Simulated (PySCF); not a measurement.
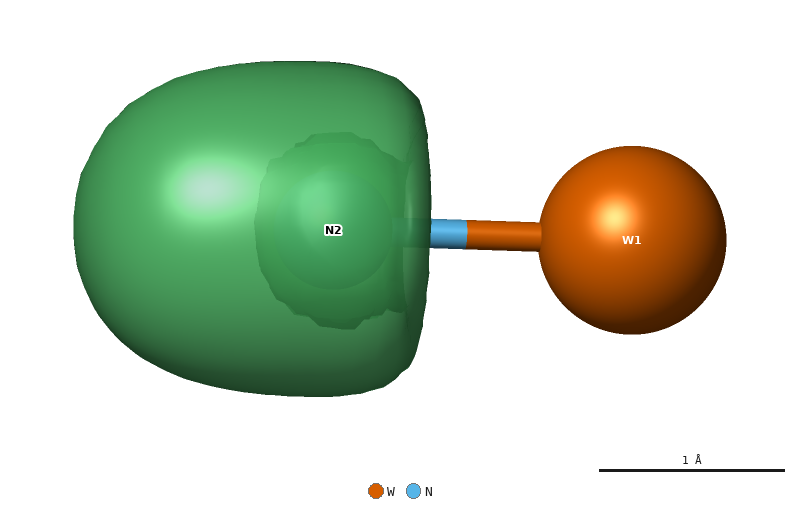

WN (quartet). Isosurface of the ELF at 0.75 (green), seen from one side. Core shells and regions of very low density are left out.

⟨S²⟩ = 3.82, above the pure value of 3.75.

Method: PBE0/x2c-TZVPPall, spin-free X2C-1e, Gaussian nucleus, at a bond length of 1.638 Å (PySCF 2.14.0).

```xyz
2

W     0.0000    0.0000   -0.1159
N     0.0000    0.0000    1.5221
```

Describe the localisation domains.

Answer. The ELF exceeds this value in one lobe on N, pointing away from the bonds (non-bonding electrons).

Values along the shortest contacts:
W–N (1.64 Å): the ELF peaks at about 0.80 in the valence shell of N, 0.6 Å from its nucleus, and drops to about 0.40 between the two atoms.
